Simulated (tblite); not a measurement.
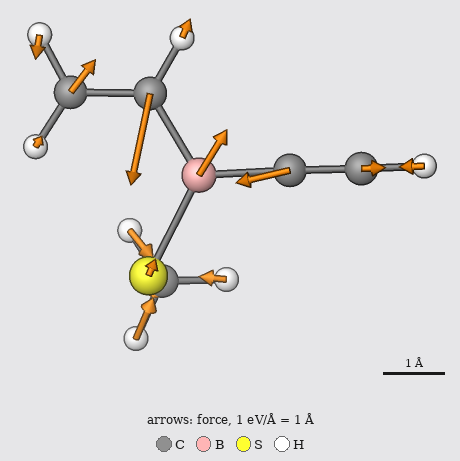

Starting geometry of C5H7BS with the computed forces as orange arrows. A ball-and-stick model, seen at a tilt.

Level of theory: GFN2-xTB geometry optimisation, gas phase in tblite. 

**What follows when this structure is relaxed?**

It isn't relaxed: the largest force vector, on a C atom, is 1.58 eV/Å. The final displacements have little in common with the starting forces (cosine between the two patterns 0.14). Over 138 geometry steps the energy falls by 15.7 kcal/mol. The largest move after the best rigid fit is that of an H atom, 1.99 Å. Largest moves by element: H 1.99 Å, S 1.44 Å, C 0.76 Å, B 0.63 Å. Some distances before and after: B–S 1.881 → 1.786 Å, B–C 1.588 → 1.554 Å, B–C 1.534 → 1.508 Å, C–H 1.110 → 1.085 Å. Among the angles between lasting bonds that change: B–S–C 94.1° → 103.2°, C–C–H 119.2° → 122.7°, B–C–C 121.8° → 124.7°. Groups turn about B–S by about 90°.
